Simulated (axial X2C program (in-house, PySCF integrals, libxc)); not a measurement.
# CaLi⁺: bond curves with and without spin–orbit coupling

Aim: find the lowest determinant of CaLi⁺, scan the bond at several levels and fit the constants, once spin-free and once with spin–orbit coupling.

The runs use an in-house X2C program for linear molecules on PySCF integrals; all-electron X2C, Ca dyall-cv3z, Li dyall-cv3z.

All values are calculated.

### 1 Input

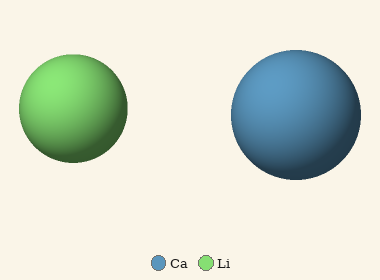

The two atoms at 3.040 Å (calcium blue, lithium green).

The input, task.json:

```json
{
 "zs": [
  20,
  3
 ],
 "q": 1,
 "bas": [
  "dyall-cv3z",
  "dyall-cv3z"
 ],
 "levels": [
  "PBE0",
  "HF",
  "LDA"
 ],
 "cc": true,
 "r0": 3.04,
 "thr": -2.0,
 "nmax": 90,
 "npts": 10,
 "nst": 2,
 "ntry": 6
}
```

Keys: zs atomic numbers; q charge; bas basis sets; levels methods (HF also brings MP2); cc coupled cluster on or off; r0 starting distance in Å; thr threshold in hartree for freezing inner shells (an s shell follows its p shell); nmax most natural virtual spinors; npts points asked for on the curve; nst determinants followed; ntry starts of the search.

Launch:

```
> python so2c.py task.json out
```

Spin-free means the one-electron spin-free X2C Hamiltonian; two-component (2c) means X2C with spin–orbit coupling and atomic mean-field two-electron Coulomb and Gaunt terms. Basis: Ca dyall-cv3z contracted to [11s12p6d4f], Li dyall-cv3z contracted to [7s8p2d]; Gaussian nuclei, density fitting. Masses: Ca 39.963 u, Li 7.016 u.

Notation: σ, π±, δ± give the projection m of an orbital's angular momentum (0, ±1, ±2), α and β its spin, Λ and M_S the sums; ω is the projection of a spinor's total angular momentum and Ω the sum. Logs are in hartree.

The results follow Hamiltonian by Hamiltonian and level by level.

### 2 Search for the lowest determinant

PBE0 moves the distance from 3.040 Å to 3.250 Å and compares determinants there.

Spin-free determinants:

```
ΔE (eV)           state                    open shells
   0.00  M_S = 0, Λ = 0                   closed shell
   1.14  M_S = 1, Λ = 0   beyond closed shells: 2 × σα
   1.64  M_S = 1, Λ = 1  beyond closed shells: σα, π+α
   2.17  M_S = 0, Λ = 1  beyond closed shells: σα, π+β
   2.43  M_S = 1, Λ = 2  beyond closed shells: σα, δ+α
   2.53  M_S = 0, Λ = 2  beyond closed shells: σα, δ+β
```

Two-component determinants:

```json
{"ΔE (eV)": "0.00", "state": "Ω = 0", "open shells": "closed shell"}
{"ΔE (eV)": "1.14", "state": "Ω = 1", "open shells": "excess of +ω over −ω: 2 × ω = 1/2"}
{"ΔE (eV)": "1.64", "state": "Ω = 2", "open shells": "excess of +ω over −ω: ω = 1/2, ω = 3/2"}
{"ΔE (eV)": "2.17", "state": "Ω = 1", "open shells": "excess of +ω over −ω: ω = -1/2, ω = 3/2"}
{"ΔE (eV)": "2.43", "state": "Ω = 3", "open shells": "excess of +ω over −ω: ω = 1/2, ω = 5/2"}
{"ΔE (eV)": "2.53", "state": "Ω = 2", "open shells": "excess of +ω over −ω: ω = -1/2, ω = 5/2"}
```

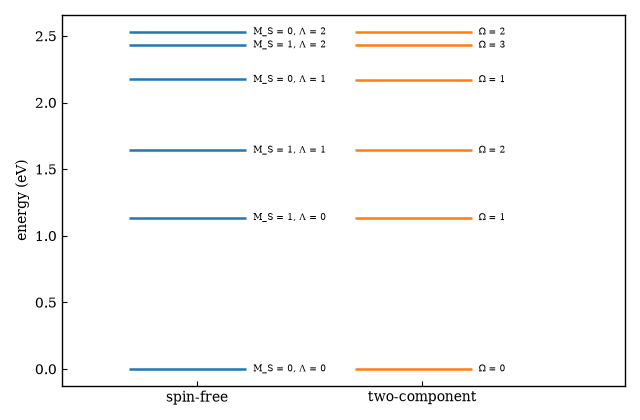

The determinants found, each set from its own lowest.

### 3 PBE0, spin-free

State followed: M_S = 0, Λ = 0 (closed shell). The scan is laid around 3.250 Å, a first estimate of the minimum, and this SCF restarts from the orbitals of the search.

The SCF at the reference distance of 3.250 Å:

```text
spin-free X2C-1e  PBE0
basis functions 146  fitting functions 528  grid points 5090
iter        total energy     max residual
   1       -687.597957547     1.50e-05
   2       -687.597957549     8.70e-06
converged
one-electron -956.14310757  Coulomb 296.58656039  exact exchange -9.28056196  xc functional -28.53027384  nuclear repulsion 9.76942543
```

Along the bond, energies from the lowest point:

| R (Å) | E (eV) | μ (D) | HOMO (eV) | LUMO (eV) | iterations |
| --- | --- | --- | --- | --- | --- |
| 2.828 | 0.1675 | 2.82 | -9.20 | -5.79 | 11 |
| 2.958 | 0.0714 | 3.13 | -9.10 | -5.80 | 9 |
| 3.055 | 0.0288 | 3.39 | -9.04 | -5.80 | 9 |
| 3.152 | 0.0063 | 3.67 | -8.97 | -5.81 | 8 |
| 3.250 | 0.0000 | 3.97 | -8.90 | -5.82 | 2 |
| 3.364 | 0.0089 | 4.33 | -8.82 | -5.83 | 8 |
| 3.478 | 0.0313 | 4.72 | -8.74 | -5.84 | 8 |
| 3.624 | 0.0746 | 5.25 | -8.64 | -5.85 | 8 |
| 3.803 | 0.1422 | 5.93 | -8.53 | -5.86 | 8 |
| 4.062 | 0.2556 | 6.96 | -8.36 | -5.89 | 8 |

Dipoles are positive if Li is the positive end and refer to the centre of mass.

Outer orbitals at the reference distance:

| symmetry | occupied | ε (eV) | atomic character |
| --- | --- | --- | --- |
| π-α | yes | -35.07 | 100% Ca p |
| π+α | yes | -35.07 | 100% Ca p |
| σα | yes | -34.98 | 100% Ca p |
| σα | yes | -8.90 | 55% Ca s, 24% Li s, 15% Li p |
| σα | no | -5.82 | 40% Ca p, 22% Li s, 20% Ca s |
| π+α | no | -5.16 | 53% Ca d, 27% Li p, 17% Ca p |
| π-α | no | -5.16 | 53% Ca d, 27% Li p, 17% Ca p |
| σα | no | -4.82 | 77% Ca d, 16% Ca p, 4% Li s |

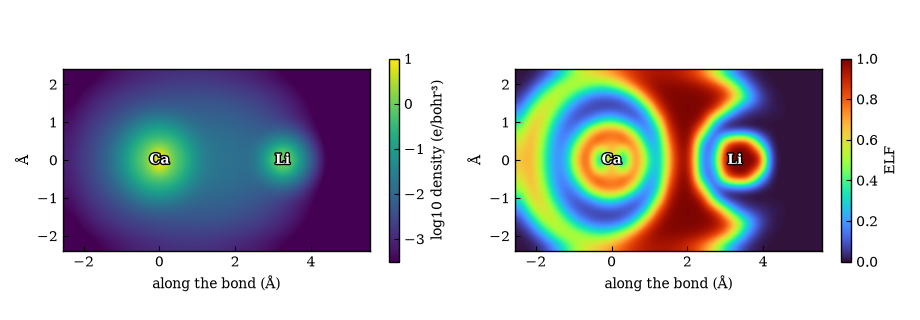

PBE0 fields in a plane through the axis, from a grid of 0.3 Å; Ca lies at z = 0 and Li at z = 3.250 Å; the ELF is damped to zero where the density is low.

Re = 3.245 Å, ωe = 250.7 cm⁻¹, ωexe = 1.61 cm⁻¹, Be = 0.2683 cm⁻¹, De = 1.34 eV, μ = 3.95 D.

### 4 HF, spin-free

Output at 3.250 Å:

```text
spin-free X2C-1e  HF
basis functions 146  fitting functions 528  grid points 5090
iter        total energy     max residual
   1       -686.909369592     1.71e-01
   2       -686.917146297     5.88e-03
   3       -686.917444328     4.03e-03
   4       -686.917497830     1.16e-03
   5       -686.917506487     2.05e-04
   6       -686.917507576     1.53e-04
   7       -686.917507671     3.68e-05
   8       -686.917507677     4.55e-06
   9       -686.917507677     2.82e-06
converged
one-electron -955.73089865  Coulomb 296.18212524  exact exchange -37.13815970  xc functional 0.00000000  nuclear repulsion 9.76942543
```

Re = 3.347 Å, ωe = 239.7 cm⁻¹, ωexe = 1.52 cm⁻¹, Be = 0.2521 cm⁻¹, De = 0.989 eV, μ = 3.75 D.

### 5 LDA, spin-free

The SCF at the reference distance of 3.250 Å:

```text
spin-free X2C-1e  LDA
basis functions 146  fitting functions 528  grid points 5090
iter        total energy     max residual
   1       -685.788237081     4.68e-01
   2       -685.795406813     8.17e-03
   3       -685.795500273     3.03e-02
   4       -685.795782087     1.55e-03
   5       -685.795791585     1.85e-03
   6       -685.795794555     1.50e-04
   7       -685.795794580     3.76e-05
   8       -685.795794586     8.31e-06
converged
one-electron -956.05488668  Coulomb 296.43364965  exact exchange 0.00000000  xc functional -35.94398299  nuclear repulsion 9.76942543
```

Re = 3.208 Å, ωe = 247.7 cm⁻¹, ωexe = 1.72 cm⁻¹, Be = 0.2745 cm⁻¹, De = 1.29 eV, μ = 4.52 D.

### 6 Correlated methods, spin-free

Correlated methods: 10 electrons correlated (frozen shells, counted by type: Ca 2 s, 1 p; Li 1 s), 226 virtual spinors in MP2, 88 natural virtuals in coupled cluster.

Output of the correlated part at 3.250 Å:

```text
correlated 10  virtual 226  natural virtual 88  E(MP2) -0.277807506  MP2 remainder -0.006503736
iter   CCSD correlation   residual
   1     -0.289146560   1.27e-01
   2     -0.296615963   5.84e-02
   3     -0.297423962   2.28e-02
   4     -0.297138691   7.84e-03
   5     -0.297162898   2.42e-03
   6     -0.297168568   9.22e-04
   7     -0.297174109   3.56e-04
   8     -0.297171749   1.12e-04
   9     -0.297171732   5.03e-05
  10     -0.297172027   1.98e-05
  11     -0.297172210   7.12e-06
  12     -0.297172226   2.60e-06
(T) -0.009328935  T1 0.0282  D1 0.0629  max T2 0.173
```

T1 in the output is the amplitude norm over the root of the electron number; divide by √2 for the Lee–Taylor value.

MP2: Re = 3.284 Å, ωe = 240.2 cm⁻¹, Be = 0.2619 cm⁻¹, De = 1.10 eV.

CCSD: Re = 3.291 Å, ωe = 242.0 cm⁻¹, ωexe = 1.46 cm⁻¹, Be = 0.2608 cm⁻¹, De = 1.20 eV. T1 at Re = 0.020 (Lee–Taylor, the printed value over √2).

CCSD(T): Re = 3.292 Å, ωe = 240.4 cm⁻¹, ωexe = 1.42 cm⁻¹, Be = 0.2606 cm⁻¹, De = 1.19 eV. T1 at Re = 0.020 (Lee–Taylor, the printed value over √2).

### 7 A higher determinant, spin-free

State: M_S = 1, Λ = 0 (beyond closed shells: 2 × σα).

Output at the reference distance:

```text
spin-free X2C-1e  PBE0
basis functions 146  fitting functions 528  grid points 5090
iter        total energy     max residual
   1       -687.556198509     1.71e-05
   2       -687.556198515     6.07e-06
converged
one-electron -956.39854647  Coulomb 296.93175905  exact exchange -9.29584235  xc functional -28.56299418  nuclear repulsion 9.76942543
```

| R (Å) | E above the lowest PBE0 point (eV) |
| --- | --- |
| 2.828 | 1.527 |
| 2.958 | 1.364 |
| 3.055 | 1.269 |
| 3.152 | 1.194 |
| 3.250 | 1.136 |
| 3.364 | 1.086 |
| 3.478 | 1.052 |
| 3.624 | 1.027 |
| 3.803 | 1.017 |

No constants are quoted: the lowest point is the long end of the scan.

### 8 The spin-free curves together

Energy (eV) of the followed determinant, spin-free, from each level's lowest point:

| R (Å) | PBE0 | HF | MP2 | CCSD | CCSD(T) | LDA |
| --- | --- | --- | --- | --- | --- | --- |
| 2.828 | 0.167 | 0.253 | 0.189 | n/a | n/a | 0.132 |
| 2.958 | 0.071 | 0.129 | 0.087 | 0.091 | 0.090 | 0.051 |
| 3.055 | 0.029 | 0.067 | 0.039 | 0.042 | 0.041 | 0.017 |
| 3.152 | 0.006 | 0.027 | 0.011 | 0.013 | 0.013 | 0.001 |
| 3.250 | 0.000 | 0.006 | 0.000 | 0.000 | 0.000 | 0.000 |
| 3.364 | 0.009 | 0.000 | 0.003 | 0.002 | 0.002 | 0.013 |
| 3.478 | 0.031 | 0.010 | 0.020 | 0.018 | 0.018 | 0.039 |
| 3.624 | 0.075 | 0.039 | 0.056 | 0.055 | 0.054 | 0.083 |
| 3.803 | 0.142 | 0.094 | 0.115 | n/a | n/a | 0.150 |
| 4.062 | 0.256 | 0.195 | 0.218 | n/a | n/a | 0.260 |

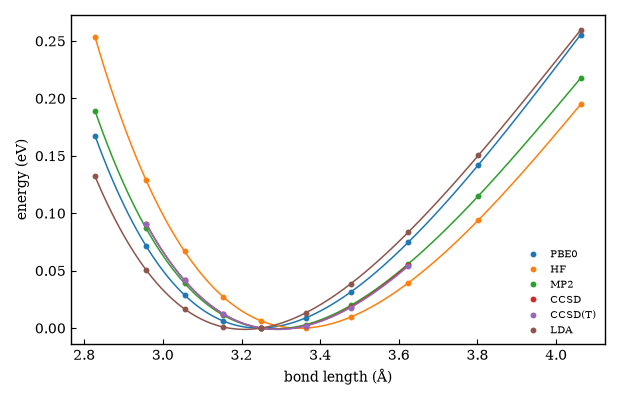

Curves of the followed state, spin-free, each from its own lowest point.

### 9 PBE0, 2c

State followed: Ω = 0 (closed shell). The scan is laid around 3.250 Å, a first estimate of the minimum, and this SCF restarts from the orbitals of the search.

Output at 3.250 Å:

```text
two-component X2C + atomic mean field  PBE0
basis functions 146  fitting functions 528  grid points 5090
iter        total energy     max residual
   1       -687.463194138     3.98e-05
   2       -687.463194144     2.39e-05
   3       -687.463194144     3.11e-06
converged
one-electron -955.79335051  Coulomb 296.49824485  exact exchange -9.27806007  xc functional -28.52250610  nuclear repulsion 9.76942543  atomic mean-field constant -0.13694775
```

Along the bond, energies from the lowest point:

| R (Å) | E (eV) | μ (D) | HOMO (eV) | LUMO (eV) | iterations |
| --- | --- | --- | --- | --- | --- |
| 2.828 | 0.1674 | 2.82 | -9.20 | -5.79 | 11 |
| 2.958 | 0.0713 | 3.14 | -9.10 | -5.80 | 9 |
| 3.055 | 0.0288 | 3.39 | -9.03 | -5.80 | 9 |
| 3.152 | 0.0063 | 3.67 | -8.97 | -5.81 | 8 |
| 3.250 | 0.0000 | 3.97 | -8.90 | -5.82 | 3 |
| 3.364 | 0.0089 | 4.34 | -8.82 | -5.83 | 8 |
| 3.478 | 0.0313 | 4.72 | -8.74 | -5.84 | 8 |
| 3.624 | 0.0746 | 5.25 | -8.64 | -5.85 | 8 |
| 3.803 | 0.1422 | 5.93 | -8.53 | -5.86 | 8 |
| 4.062 | 0.2556 | 6.96 | -8.36 | -5.89 | 8 |

Dipoles are positive if Li is the positive end and refer to the centre of mass.

Outer spinors at the reference distance:

```tsv
ω	occupied	ε (eV)	atomic character	λ mixture
1/2	yes	-35.28	100% Ca p	76% π, 24% σ
3/2	yes	-34.93	100% Ca p	100% π
1/2	yes	-34.87	100% Ca p	76% σ, 24% π
1/2	yes	-8.90	55% Ca s, 24% Li s, 15% Li p	100% σ
1/2	no	-5.82	40% Ca p, 22% Li s, 20% Ca s	100% σ
1/2	no	-5.17	53% Ca d, 27% Li p, 16% Ca p	100% π
3/2	no	-5.16	54% Ca d, 27% Li p, 16% Ca p	100% π
1/2	no	-4.83	77% Ca d, 16% Ca p, 4% Li s	100% σ
```

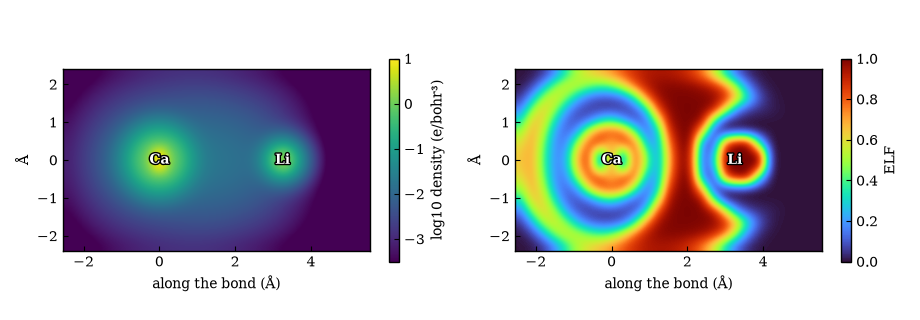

PBE0 fields in a plane through the axis, from a grid of 0.3 Å; Ca lies at z = 0 and Li at z = 3.250 Å; the ELF is damped to zero where the density is low.

Re = 3.245 Å, ωe = 250.7 cm⁻¹, ωexe = 1.61 cm⁻¹, Be = 0.2683 cm⁻¹, De = 1.34 eV, μ = 3.95 D.

### 10 HF, 2c

Output at 3.250 Å:

```text
two-component X2C + atomic mean field  HF
basis functions 146  fitting functions 528  grid points 5090
iter        total energy     max residual
   1       -686.774868256     1.71e-01
   2       -686.782644283     5.87e-03
   3       -686.782943136     4.04e-03
   4       -686.782996974     1.16e-03
   5       -686.783005698     2.06e-04
   6       -686.783006796     1.53e-04
   7       -686.783006891     3.70e-05
   8       -686.783006897     4.21e-06
   9       -686.783006898     2.83e-06
converged
one-electron -955.38118269  Coulomb 296.09385551  exact exchange -37.12815740  xc functional 0.00000000  nuclear repulsion 9.76942543  atomic mean-field constant -0.13694775
```

Re = 3.347 Å, ωe = 239.7 cm⁻¹, ωexe = 1.52 cm⁻¹, Be = 0.2521 cm⁻¹, De = 0.989 eV, μ = 3.75 D.

### 11 LDA, 2c

The SCF at the reference distance of 3.250 Å:

```text
two-component X2C + atomic mean field  LDA
basis functions 146  fitting functions 528  grid points 5090
iter        total energy     max residual
   1       -685.653701710     4.68e-01
   2       -685.660871818     8.17e-03
   3       -685.660965416     3.03e-02
   4       -685.661247388     1.55e-03
   5       -685.661256916     1.86e-03
   6       -685.661259902     1.50e-04
   7       -685.661259926     3.75e-05
   8       -685.661259933     8.41e-06
converged
one-electron -955.70557632  Coulomb 296.34580657  exact exchange 0.00000000  xc functional -35.93396787  nuclear repulsion 9.76942543  atomic mean-field constant -0.13694775
```

Re = 3.208 Å, ωe = 247.7 cm⁻¹, ωexe = 1.72 cm⁻¹, Be = 0.2745 cm⁻¹, De = 1.29 eV, μ = 4.52 D.

### 12 Correlated methods, 2c

Correlated methods: 10 electrons correlated (frozen shells, counted by type: Ca 2 s, 1 p; Li 1 s), 226 virtual spinors in MP2, 90 natural virtuals in coupled cluster.

Output of the correlated part at 3.250 Å:

```text
correlated 10  virtual 226  natural virtual 90  E(MP2) -0.277917067  MP2 remainder -0.006116991
iter   CCSD correlation   residual
   1     -0.289585825   1.27e-01
   2     -0.297044679   5.85e-02
   3     -0.297868740   2.29e-02
   4     -0.297578735   7.80e-03
   5     -0.297601424   2.42e-03
   6     -0.297608018   9.27e-04
   7     -0.297613610   3.59e-04
   8     -0.297611132   1.13e-04
   9     -0.297611116   5.07e-05
  10     -0.297611438   1.99e-05
  11     -0.297611625   7.23e-06
  12     -0.297611638   2.62e-06
(T) -0.009386764  T1 0.0283  D1 0.0631  max T2 0.173
```

MP2: Re = 3.284 Å, ωe = 240.2 cm⁻¹, Be = 0.2619 cm⁻¹, De = 1.10 eV.

CCSD: Re = 3.291 Å, ωe = 242.0 cm⁻¹, ωexe = 1.46 cm⁻¹, Be = 0.2608 cm⁻¹, De = 1.19 eV. T1 at Re = 0.020 (Lee–Taylor, the printed value over √2).

CCSD(T): Re = 3.292 Å, ωe = 240.5 cm⁻¹, ωexe = 1.42 cm⁻¹, Be = 0.2607 cm⁻¹, De = 1.19 eV. T1 at Re = 0.020 (Lee–Taylor, the printed value over √2).

### 13 A higher determinant, 2c

State: Ω = 1 (excess of +ω over −ω: 2 × ω = 1/2).

Output at the reference distance:

```text
two-component X2C + atomic mean field  PBE0
basis functions 146  fitting functions 528  grid points 5090
iter        total energy     max residual
   1       -687.421462193     4.99e-05
   2       -687.421462199     9.27e-06
converged
one-electron -956.05239232  Coulomb 296.84718431  exact exchange -9.29336710  xc functional -28.55536477  nuclear repulsion 9.76942543  atomic mean-field constant -0.13694775
```

| R (Å) | E above the lowest PBE0 point (eV) |
| --- | --- |
| 2.828 | 1.526 |
| 2.958 | 1.363 |
| 3.055 | 1.268 |
| 3.152 | 1.194 |
| 3.250 | 1.136 |
| 3.364 | 1.086 |
| 3.478 | 1.051 |
| 3.624 | 1.026 |
| 3.803 | 1.017 |

No constants are quoted: the lowest point is the long end of the scan.

### 14 The 2c curves together

Energy (eV) of the followed determinant, 2c, from each level's lowest point:

| R (Å) | PBE0 | HF | MP2 | CCSD | CCSD(T) | LDA |
| --- | --- | --- | --- | --- | --- | --- |
| 2.828 | 0.167 | 0.254 | 0.189 | n/a | n/a | 0.132 |
| 2.958 | 0.071 | 0.129 | 0.087 | 0.091 | 0.090 | 0.051 |
| 3.055 | 0.029 | 0.067 | 0.039 | 0.042 | 0.041 | 0.017 |
| 3.152 | 0.006 | 0.027 | 0.011 | 0.013 | 0.013 | 0.001 |
| 3.250 | 0.000 | 0.006 | 0.000 | 0.000 | 0.000 | 0.000 |
| 3.364 | 0.009 | 0.000 | 0.003 | 0.002 | 0.002 | 0.013 |
| 3.478 | 0.031 | 0.010 | 0.020 | 0.018 | 0.018 | 0.039 |
| 3.624 | 0.075 | 0.039 | 0.056 | 0.055 | 0.054 | 0.083 |
| 3.803 | 0.142 | 0.094 | 0.115 | n/a | n/a | 0.151 |
| 4.062 | 0.256 | 0.195 | 0.218 | n/a | n/a | 0.260 |

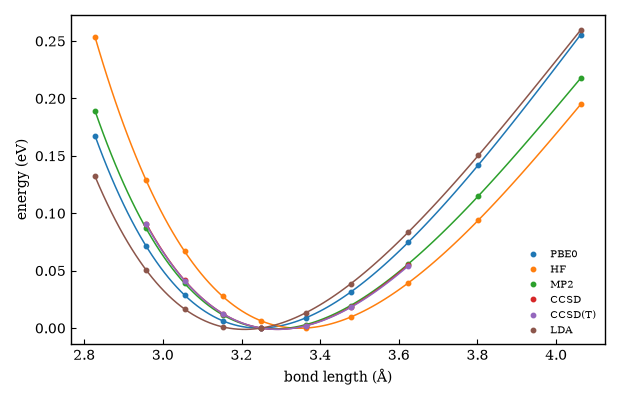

Curves of the followed state, 2c, each from its own lowest point.

Time for the job: 58 s (1 thread of Arm Neoverse V2, shared host); peak memory 0.6 GiB.

### 15 What came out

Lowest determinant that the search found at its distance, spin-free: M_S = 0, Λ = 0 (closed shell).

Lowest determinant that the search found at its distance, 2c: Ω = 0 (closed shell).

```
Hamiltonian    level  Re (Å)  ωe (cm⁻¹)  De (eV)  μ (D)
  spin-free     PBE0   3.245      250.7     1.34   3.95
  spin-free       HF   3.347      239.7    0.989   3.75
  spin-free      MP2   3.284      240.2     1.10    n/a
  spin-free     CCSD   3.291      242.0     1.20    n/a
  spin-free  CCSD(T)   3.292      240.4     1.19    n/a
  spin-free      LDA   3.208      247.7     1.29   4.52
         2c     PBE0   3.245      250.7     1.34   3.95
         2c       HF   3.347      239.7    0.989   3.75
         2c      MP2   3.284      240.2     1.10    n/a
         2c     CCSD   3.291      242.0     1.19    n/a
         2c  CCSD(T)   3.292      240.5     1.19    n/a
         2c      LDA   3.208      247.7     1.29   4.52
```

Dipoles are positive if Li is the positive end and refer to the centre of mass.

Time per point (s) on 1 thread of Arm Neoverse V2, shared host (2c runs; CCSD comes with the CCSD(T) run); the times are rough: PBE0 0.17, HF 0.069, MP2 0.17, CCSD(T) 2.3, LDA 0.12.

At CCSD(T), going from spin-free to two-component changes Re by 0 mÅ, ωe by 0.0 %; the spin-free picture holds up (part of it comes from the scalar share of the two-electron terms). De moves by 0.00 eV; both De rest on single-determinant atoms, which can miss part of an open shell's spin–orbit lowering.

De refers to Ca + Li+; at HF, spin-free, to Ca+ + Li; at HF, two-component, to Ca+ + Li, each in the lowest determinant found, which need not be this curve's own limit. The state is a single determinant with fixed occupations, the lowest that a limited PBE0 search found. Closed shells are restricted here (equal orbitals for both partners), which fails at long range if the bond breaks into open shells. Dissociation energies refer to the lowest single-determinant-based atoms at the same level and basis. CCSD and (T) use frozen natural virtuals with an MP2 correction for the truncation.
